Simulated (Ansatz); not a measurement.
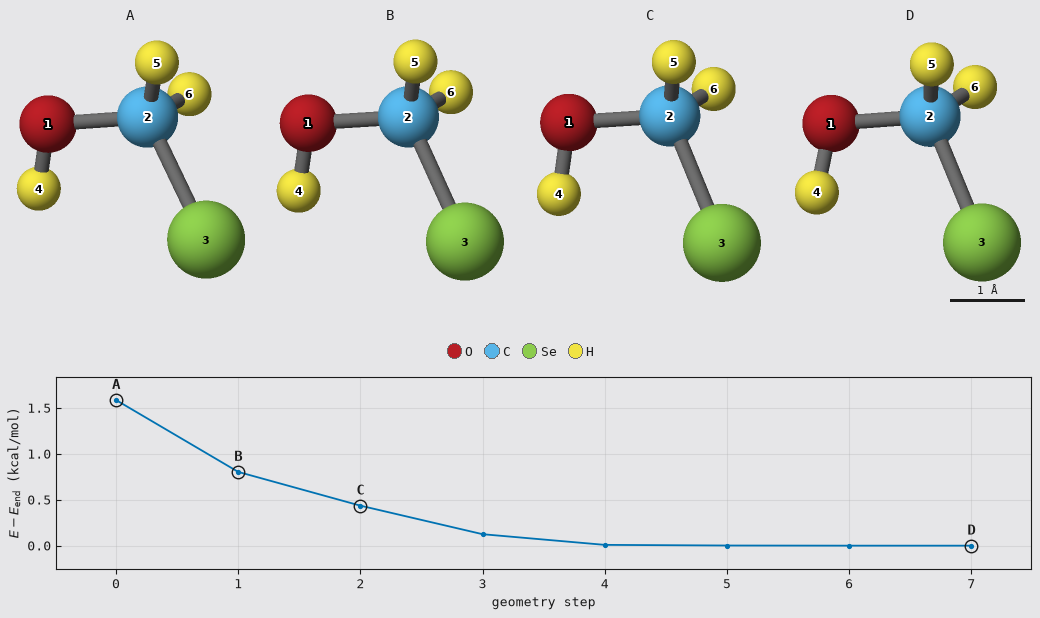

Frames of a relaxation of CH3OSe (charge −1), marked on the history of the run. Style: ball-and-stick. Shown at a tilt.

Theory: RKS PBE0-D4/def2-TZVPD (Ansatz 0.2.0).

The input:
```yaml
crystal:
  periodic: [false, false, false]
  atoms:
    - {symbol: O, position_ang: [-0.101630, -1.156580, -0.134920]}
    - {symbol: C, position_ang: [0.320220, 0.147900, 0.099190]}
    - {symbol: Se, position_ang: [-0.831840, 1.510470, -0.696030]}
    - {symbol: H, position_ang: [-1.066900, -1.127060, -0.119820]}
    - {symbol: H, position_ang: [1.319570, 0.262620, -0.325920]}
    - {symbol: H, position_ang: [0.360580, 0.362660, 1.177490]}
basis:
  gaussian: {orbitals: def2-TZVPD}
total_charge: -1
hamiltonian: {xc: pbe0, dispersion: d4}
relax: {f_tol: 0.005, max_steps: 200}
```

Command:
```bash
ansatz run in.yaml --threads 2 --pin off --events-out ev --progress --plain --max-ram 4352MiB
```

Question: What happens along the run?

Answer: The atom that moves furthest after the best rigid fit is H4 (0.28 Å). Largest moves by element: H 0.28 Å, O 0.21 Å, Se 0.10 Å, C 0.05 Å. Near-neighbour distances that change, for instance: O1–C2 1.391 → 1.431 Å, C2–H6 1.100 → 1.095 Å. Bond angles that change, for instance: Se3–C2–H6 106.5° → 109.7°, C2–O1–H4 105.8° → 102.9°, O1–C2–H6 111.0° → 108.3°. Groups turn about O1–C2 by about 35°. The energy falls by 1.59 kcal/mol in 7 geometry steps. Largest force component: 1.1 eV/Å at the start, 0.00039 eV/Å at the end. The run took 36 s on 2 threads of Arm Neoverse V1 (shared host). From step 0 to 1: H4 moves most (0.06 Å), energy −0.78 kcal/mol. From step 1 to 2: H4 moves most (0.12 Å), energy −0.37 kcal/mol. From step 2 to 7: H4 moves most (0.11 Å), energy −0.44 kcal/mol.

| step | E − E(0), kcal/mol | largest force component, eV/Å |
| --- | --- | --- |
| 0 | 0.00 | 1.0957 |
| 1 | -0.78 | 0.6649 |
| 2 | -1.15 | 0.9520 |
| 3 | -1.46 | 0.3801 |
| 4 | -1.58 | 0.0513 |
| 5 | -1.58 | 0.0307 |
| 6 | -1.59 | 0.0100 |
| 7 | -1.59 | 0.0004 |
